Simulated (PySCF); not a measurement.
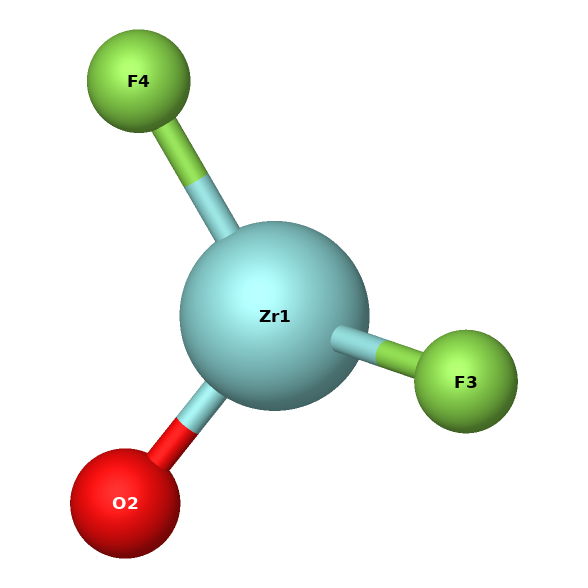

Every bond is drawn as one stick. Charge 0, singlet. The geometry was computed by an optimisation with PBE0/def2-TZVP with core potentials. Level of theory: PBE0/def2-TZVP, core potentials on Zr (PySCF 2.14.0).

List the Mayer bond orders of Zr1–O2, Zr1–F3 (one bond of each equivalent set).

```
  bond  Mayer order  length (Å)
Zr1–O2         2.07       1.736
Zr1–F3         0.84       1.934
```

The search tried a few shapes and spins; others may lie lower.
